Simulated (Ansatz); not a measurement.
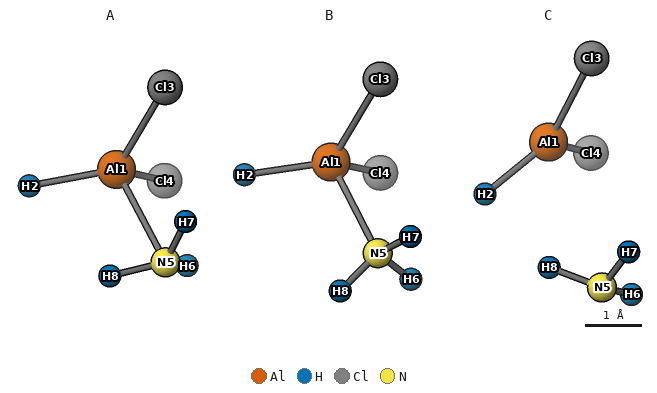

3 geometries from one relaxation of AlNH$_{4}$Cl$_{2}$, in shuffled order. A ball-and-stick model, seen from a free direction.

The run prepares an end point of a later path (reaction) calculation, from a guessed geometry.

All numbers below come from RKS PBE0/def2-SVP (Ansatz 0.2.0). (no spin polarisation; force threshold 0.03 eV/Å; at most 50 steps)

### Order the frames from highest to lowest energy.

C, A, B. They are steps 0, 4, 10, at +1.559 eV, +1.013 eV relative to the last. The largest move after the best rigid fit is that of N5, 0.70 Å. By element the largest moves are N 0.70 Å, H 0.56 Å, Cl 0.45 Å, Al 0.40 Å. Among the contacts that change: Al1–N5 3.107 → 2.039 Å, Al1–Cl3 2.094 → 2.140 Å, Al1–Cl4 2.095 → 2.140 Å, Al1–H2 1.564 → 1.581 Å. New bonds form, among them: Al1–N5 (3.11 → 2.04 Å). Bond angles that change, for instance: Cl3–Al1–Cl4 118.5° → 114.9°, H2–Al1–Cl3 120.9° → 117.7°, H6–N5–H7 110.4° → 108.1°. Over 10 geometry steps the energy falls by 1.559 eV. Largest force component: 1 eV/Å at the start, 0.0058 eV/Å at the end. The run took 23 s on 2 threads of Arm Neoverse V1, on a shared host, peak memory 0.18 GiB.
